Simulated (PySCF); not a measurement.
**CH5FOSn (SMILES FC[O][SnH3]) at 6 levels**

Aim: a comparison of 6 runs (HF/3-21G, HF/def2-SVP, HF/def2-TZVP, PBE0/3-21G, CAM-B3LYP/def2-TZVP, TPSS/def2-TZVP) of CH5FOSn. The job is set up through a Python script.

The calculation is run with PySCF 2.14.0.

### 1 The structure to begin with

The species is CH5FOSn (9 atoms), meant as a singlet with charge 0. SMILES: `FC[O][SnH3]`. The coordinates come from a PBE0-D4/def2-TZVP relaxation. This is one conformer, not always the lowest.

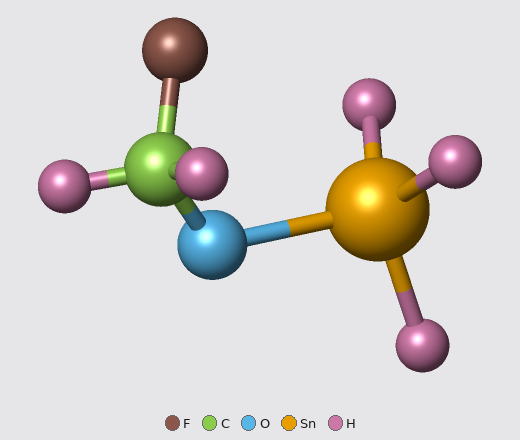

The structure, seen from a chosen angle (fluorine brown, carbon green, oxygen blue, tin amber, hydrogen pink).

### 2 Energy and forces at HF/3-21G (run 1)

The input, calc.py:

```python
from pyscf import gto, scf

molecule = gto.M(
    atom=[
    ('F', (-0.596800, 1.754200, 0.031500)),
    ('C', (-1.291500, 0.566100, 0.277800)),
    ('O', (-0.736000, -0.463400, -0.405000)),
    ('Sn', (1.239300, -0.701500, -0.319700)),
    ('H', (-1.258800, 0.434000, 1.369300)),
    ('H', (-2.319100, 0.724600, -0.066100)),
    ('H', (1.690100, -0.390300, 1.294800)),
    ('H', (1.407800, -2.333100, -0.765300)),
    ('H', (1.953500, 0.363100, -1.434400)),
],
    verbose=4,
    spin=0,
    charge=0,
    max_memory=1860,
    basis='3-21g',
)

myscf = scf.RHF(molecule)
myscf.conv_tol = 1e-10
myscf.kernel()
if not myscf.converged:
    myscf = myscf.newton().run(myscf.mo_coeff, myscf.mo_occ)

etot = myscf.e_tot
print('Final energy', etot)
grad = myscf.nuc_grad_method().kernel()
myscf.analyze()
```

Run with:

```bash
$ OMP_NUM_THREADS=1 python calc.py
```

The program printed:

```text
PySCF version 2.14.0

[... 82 lines left out ...]
Two-electron Energy =                 2739.231512786307576
[... 8 lines left out ...]
MO #5   energy= -145.39126746379   occ= 2
[... 6 lines left out ...]
MO #12  energy= -19.0971844471338  occ= 2
[... 6 lines left out ...]
MO #19  energy= -3.95198211467111  occ= 2
[... 6 lines left out ...]
MO #26  energy= -1.43377928739242  occ= 2
[... 6 lines left out ...]
MO #33  energy= -0.628357173590525 occ= 2
[... 6 lines left out ...]
MO #40  energy= 0.111298972446421  occ= 0
[... 6 lines left out ...]
MO #47  energy= 0.358472123729756  occ= 0
[... 6 lines left out ...]
MO #54  energy= 1.05433314507652   occ= 0
[... 6 lines left out ...]
MO #61  energy= 1.91392798701964   occ= 0
[... 6 lines left out ...]
MO #68  energy= 4.07133032533084   occ= 0
[... 41 lines left out ...]
pop of  3 Sn 4px          1.99949
pop of  3 Sn 4py          1.99952
pop of  3 Sn 4pz          1.99951
pop of  3 Sn 5px          0.41659
pop of  3 Sn 5py          0.77507
pop of  3 Sn 5pz          0.78062
pop of  3 Sn 6px          0.01697
pop of  3 Sn 6py          0.02211
pop of  3 Sn 6pz          0.02043
pop of  3 Sn 3dxy         1.99998
pop of  3 Sn 3dyz         1.99996
pop of  3 Sn 3dz^2        1.99993
pop of  3 Sn 3dxz         1.99998
pop of  3 Sn 3dx2-y2      1.99990
pop of  3 Sn 4dxy         1.99974
pop of  3 Sn 4dyz         1.99908
pop of  3 Sn 4dz^2        1.99877
pop of  3 Sn 4dxz         1.99968
pop of  3 Sn 4dx2-y2      1.99850
pop of  4 H 1s            0.91849
pop of  4 H 2s            0.01150
pop of  5 H 1s            0.88966
pop of  5 H 2s            0.01310
pop of  6 H 1s            1.14731
pop of  6 H 2s            0.00204
pop of  7 H 1s            1.14025
pop of  7 H 2s            0.00125
pop of  8 H 1s            1.13954
pop of  8 H 2s            0.00189
 ** Mulliken atomic charges  **
charge of    0F =     -0.34957
charge of    1C =      0.33974
charge of    2O =     -0.64931
charge of    3Sn =      0.92417
charge of    4H =      0.07001
charge of    5H =      0.09724
charge of    6H =     -0.14935
charge of    7H =     -0.14150
charge of    8H =     -0.14143
Dipole moment(X, Y, Z, Debye):  1.09513, -1.04894,  1.06856
```

It took 3.3 s on 1 thread of Arm Neoverse V2, shared host; peak memory 0.14 GiB.

### 3 Energy and gradient at HF/def2-SVP (core potential) (run 2)

The input, job.py:

```python
from pyscf import gto, scf

mol = gto.M(
    atom='''
F   -0.596800   1.754200   0.031500
C   -1.291500   0.566100   0.277800
O   -0.736000  -0.463400  -0.405000
Sn   1.239300  -0.701500  -0.319700
H   -1.258800   0.434000   1.369300
H   -2.319100   0.724600  -0.066100
H    1.690100  -0.390300   1.294800
H    1.407800  -2.333100  -0.765300
H    1.953500   0.363100  -1.434400
''',
    verbose=4,
    charge=0,
    ecp={'Sn': 'def2-svp'},
    basis='def2-svp',
    max_memory=1860,
)

myscf = scf.RHF(mol)
myscf.conv_tol = 1e-10
myscf.kernel()
if not myscf.converged:
    myscf = myscf.newton().run(myscf.mo_coeff, myscf.mo_occ)

e_final = myscf.e_tot
print('E = %.10f Eh' % e_final)
grad = myscf.nuc_grad_method().kernel()
myscf.analyze()
```

Run with:

```bash
$ OMP_NUM_THREADS=1 python job.py
```

The program printed:

```text
PySCF version 2.14.0

[... 67 lines left out ...]
converged SCF energy = -428.233844006839
[... 23 lines left out ...]
MO #3   energy= -11.3601836235633  occ= 2
[... 8 lines left out ...]
MO #12  energy= -1.34116808755515  occ= 2
[... 8 lines left out ...]
MO #21  energy= -0.564279102251526 occ= 2
[... 8 lines left out ...]
MO #30  energy= 0.212372339015467  occ= 0
[... 8 lines left out ...]
MO #39  energy= 0.511507452018518  occ= 0
[... 8 lines left out ...]
MO #48  energy= 0.874273171961156  occ= 0
[... 8 lines left out ...]
MO #57  energy= 1.61086859663784   occ= 0
[... 8 lines left out ...]
MO #66  energy= 1.91920006002784   occ= 0
[... 8 lines left out ...]
MO #75  energy= 2.32867614076729   occ= 0
[... 8 lines left out ...]
MO #84  energy= 3.50158841528748   occ= 0
[... 8 lines left out ...]
MO #93  energy= 52.4430998077596   occ= 0
[... 66 lines left out ...]
pop of  3 Sn 5dyz         0.13438
pop of  3 Sn 5dz^2        0.16833
pop of  3 Sn 5dxz         0.11826
pop of  3 Sn 5dx2-y2      0.00645
pop of  4 H 1s            0.92164
pop of  4 H 2s            0.01274
pop of  4 H 2px           0.00029
pop of  4 H 2py           0.00037
pop of  4 H 2pz           0.00249
pop of  5 H 1s            0.90127
pop of  5 H 2s            0.01246
pop of  5 H 2px           0.00225
pop of  5 H 2py           0.00036
pop of  5 H 2pz           0.00056
pop of  6 H 1s            1.54099
pop of  6 H 2s            0.01870
pop of  6 H 2px           0.01145
pop of  6 H 2py           0.01034
pop of  6 H 2pz           0.03018
pop of  7 H 1s            1.54703
pop of  7 H 2s            0.02047
pop of  7 H 2px           0.00183
pop of  7 H 2py           0.02246
pop of  7 H 2pz           0.01085
pop of  8 H 1s            1.53105
pop of  8 H 2s            0.01916
pop of  8 H 2px           0.01259
pop of  8 H 2py           0.01770
pop of  8 H 2pz           0.01342
 ** Mulliken atomic charges  **
charge of    0F =     -0.39966
charge of    1C =      0.38865
charge of    2O =     -0.97712
charge of    3Sn =      2.65079
charge of    4H =      0.06246
charge of    5H =      0.08310
charge of    6H =     -0.61166
charge of    7H =     -0.60263
charge of    8H =     -0.59394
Dipole moment(X, Y, Z, Debye):  1.18213, -1.16664,  0.92440
```

Wall time 7.2 s (1 thread of Arm Neoverse V2, shared host); peak memory 0.19 GiB.

### 4 Energy and forces at HF/def2-TZVP (core potential) (run 3)

The input, run.py:

```python
from pyscf import gto, scf

mol = gto.M(
    atom=[
    ('F', (-0.596800, 1.754200, 0.031500)),
    ('C', (-1.291500, 0.566100, 0.277800)),
    ('O', (-0.736000, -0.463400, -0.405000)),
    ('Sn', (1.239300, -0.701500, -0.319700)),
    ('H', (-1.258800, 0.434000, 1.369300)),
    ('H', (-2.319100, 0.724600, -0.066100)),
    ('H', (1.690100, -0.390300, 1.294800)),
    ('H', (1.407800, -2.333100, -0.765300)),
    ('H', (1.953500, 0.363100, -1.434400)),
],
    basis='def2-tzvp',
    max_memory=1860,
    verbose=4,
    ecp={'Sn': 'def2-svp'},
    charge=0,
)

mf = scf.RHF(mol)
mf.conv_tol = 1e-10
mf.kernel()
if not mf.converged:
    mf = mf.newton().run(mf.mo_coeff, mf.mo_occ)

e_tot = mf.e_tot
print('E = %.10f Eh' % e_tot)
grad = mf.nuc_grad_method().kernel()
mf.analyze()
```

Run with:

```bash
$ OMP_NUM_THREADS=1 python run.py
```

The program printed:

```text
PySCF version 2.14.0

[... 83 lines left out ...]
One-electron Energy =                -1102.233679063899217
[... 17 lines left out ...]
MO #13  energy= -1.33425175139101  occ= 2
[... 15 lines left out ...]
MO #29  energy= 0.134102544043979  occ= 0
[... 15 lines left out ...]
MO #45  energy= 0.510268959749444  occ= 0
[... 15 lines left out ...]
MO #61  energy= 0.921412811683799  occ= 0
[... 15 lines left out ...]
MO #77  energy= 1.41349177386154   occ= 0
[... 15 lines left out ...]
MO #93  energy= 2.14446602446224   occ= 0
[... 15 lines left out ...]
MO #109 energy= 2.71933396696745   occ= 0
[... 15 lines left out ...]
MO #125 energy= 3.46895970194441   occ= 0
[... 15 lines left out ...]
MO #141 energy= 5.49101729042732   occ= 0
[... 15 lines left out ...]
MO #157 energy= 7.57781752326142   occ= 0
[... 15 lines left out ...]
MO #173 energy= 114.125156674607   occ= 0
[... 146 lines left out ...]
pop of  4 H 2s            0.00788
pop of  4 H 3s            0.00261
pop of  4 H 2px           0.00019
pop of  4 H 2py           0.00035
pop of  4 H 2pz           0.00208
pop of  5 H 1s            0.89277
pop of  5 H 2s            0.00836
pop of  5 H 3s            0.00273
pop of  5 H 2px           0.00177
pop of  5 H 2py           0.00030
pop of  5 H 2pz           0.00044
pop of  6 H 1s            1.53420
pop of  6 H 2s            0.03021
pop of  6 H 3s            0.01223
pop of  6 H 2px           0.00541
pop of  6 H 2py           0.00366
pop of  6 H 2pz           0.04577
pop of  7 H 1s            1.53401
pop of  7 H 2s            0.02946
pop of  7 H 3s            0.01148
pop of  7 H 2px           0.00115
pop of  7 H 2py           0.04104
pop of  7 H 2pz           0.00516
pop of  8 H 1s            1.52224
pop of  8 H 2s            0.02720
pop of  8 H 3s            0.01156
pop of  8 H 2px           0.00980
pop of  8 H 2py           0.01817
pop of  8 H 2pz           0.01820
 ** Mulliken atomic charges  **
charge of    0F =     -0.41126
charge of    1C =      0.36771
charge of    2O =     -1.03767
charge of    3Sn =      2.77345
charge of    4H =      0.07509
charge of    5H =      0.09364
charge of    6H =     -0.63149
charge of    7H =     -0.62230
charge of    8H =     -0.60717
Dipole moment(X, Y, Z, Debye):  1.09837, -1.18658,  0.81182
```

It took 46 s on 1 thread of Arm Neoverse V2, shared host; peak memory 0.97 GiB.

Runs 4 to 5 aren't shown in full; the table further down has their settings and results.

### 5 Energy and forces at TPSS/def2-TZVP (core potential) (run 6)

The input, input.py:

```python
# FC[O][SnH3]
import pyscf.grad
from pyscf import gto, dft

mol = gto.M(
    atom='''
F   -0.596800   1.754200   0.031500
C   -1.291500   0.566100   0.277800
O   -0.736000  -0.463400  -0.405000
Sn   1.239300  -0.701500  -0.319700
H   -1.258800   0.434000   1.369300
H   -2.319100   0.724600  -0.066100
H    1.690100  -0.390300   1.294800
H    1.407800  -2.333100  -0.765300
H    1.953500   0.363100  -1.434400
''',
    spin=0,
    basis='def2-tzvp',
    verbose=3,
    ecp={'Sn': 'def2-svp'},
    max_memory=1860,
)

calc0 = dft.RKS(mol, xc='tpss')
calc0.grids.level = 5
calc0.conv_tol = 1e-10
calc0.kernel()
if not calc0.converged:
    calc0 = calc0.newton().run(calc0.mo_coeff, calc0.mo_occ)

e_final = calc0.e_tot
print('E = %.10f Eh' % e_final)
grad = calc0.Gradients().kernel()
calc0.analyze()
```

Run with:

```bash
$ OMP_NUM_THREADS=1 python input.py
```

The program printed:

```text
converged SCF energy = -430.497813174518
[... 17 lines left out ...]
MO #8   energy= -1.11859342013973  occ= 2
[... 14 lines left out ...]
MO #23  energy= -0.310675085406899 occ= 2
[... 14 lines left out ...]
MO #38  energy= 0.172409244695211  occ= 0
[... 14 lines left out ...]
MO #53  energy= 0.549589762615263  occ= 0
[... 14 lines left out ...]
MO #68  energy= 0.895579933543956  occ= 0
[... 14 lines left out ...]
MO #83  energy= 1.56364720397082   occ= 0
[... 14 lines left out ...]
MO #98  energy= 2.0797656964437    occ= 0
[... 14 lines left out ...]
MO #113 energy= 2.46400530693584   occ= 0
[... 14 lines left out ...]
MO #128 energy= 3.26825935997298   occ= 0
[... 14 lines left out ...]
MO #143 energy= 5.20357784248698   occ= 0
[... 14 lines left out ...]
MO #158 energy= 7.20080942320691   occ= 0
[... 14 lines left out ...]
MO #173 energy= 113.52364943457    occ= 0
[... 10 lines left out ...]
Dipole moment(X, Y, Z, Debye):  0.89721, -1.01986,  0.62479
```

Wall time 3.2 min (1 thread of Arm Neoverse V2, shared host); peak memory 2.3 GiB.

### 6 All runs side by side

```
run                                 level  core potential  integration grid   energy (Eh)  dipole moment (D)  HOMO energy (eV)  LUMO energy (eV)  wall time
  1                              HF/3-21G               –                 –  -6210.173595               1.86            -11.55              3.03      3.3 s
  2          HF/def2-SVP (core potential)        def2-svp                 –   -428.233844               1.90            -11.83              2.71      7.2 s
  3         HF/def2-TZVP (core potential)        def2-svp                 –   -428.509027               1.81            -11.87              2.00       46 s
  4                            PBE0/3-21G               –                 5  -6213.192637               1.54             -7.44              0.14       20 s
  5  CAM-B3LYP/def2-TZVP (core potential)        def2-svp                 5   -430.474564               1.68             -9.47              0.35    3.1 min
  6       TPSS/def2-TZVP (core potential)        def2-svp                 5   -430.497813               1.50             -6.61             -1.10    3.2 min
```

### 7 Summary of results

```
                       quantity          value
            run 6: total energy  -430.49781 Eh
           run 6: dipole moment         1.50 D
             run 6: HOMO energy       -6.61 eV
             run 6: LUMO energy       -1.10 eV
           run 6: HOMO–LUMO gap        5.51 eV
run 6: largest force on an atom     0.801 eV/Å
```

In words: The dipole moment (its size) runs from 1.50 D (TPSS/def2-TZVP) to 1.90 D (HF/def2-SVP). The two ends differ in method and basis. The HOMO–LUMO gap runs from 5.51 eV (TPSS/def2-TZVP) to 14.58 eV (HF/3-21G). The two ends differ in method and basis and core potential. Totals of different functionals can't be ranked against each other. Some runs of one species differ in core potentials or relativity; totals across that change don't compare. In runs 1, 4 relativity is left out where basis or elements ask for it. All runs together took 7.6 min, the longest 3.2 min.
